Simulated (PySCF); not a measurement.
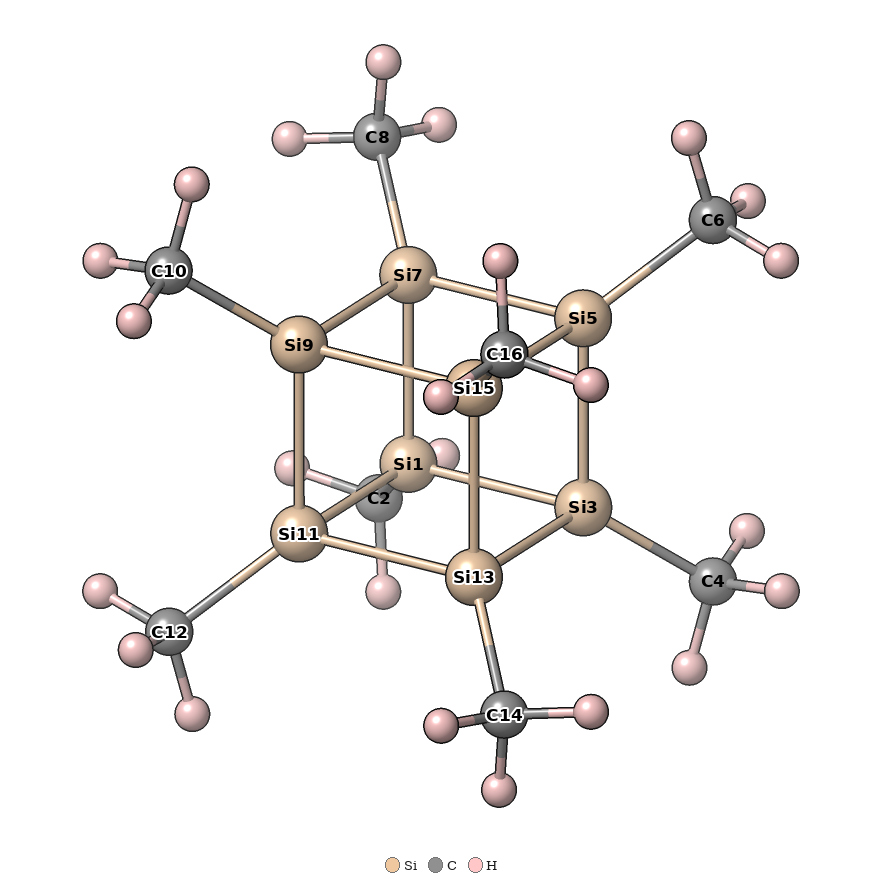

Depth is shown by fading: the farther an atom, the more it takes the colour of the background. The geometry was computed by an optimisation with PBE0-D3(BJ)/def2-SVP. No frequency run is at hand to confirm it as a minimum.

### What is the conformation of the ring Si1–Si3–Si13–Si11?

It is planar. The Cremer–Pople amplitude Q is 0.00 Å.

### Give the torsion angles round the ring, beginning with the bond from its second to its third atom.

0°, 0°, 0°, 0°.
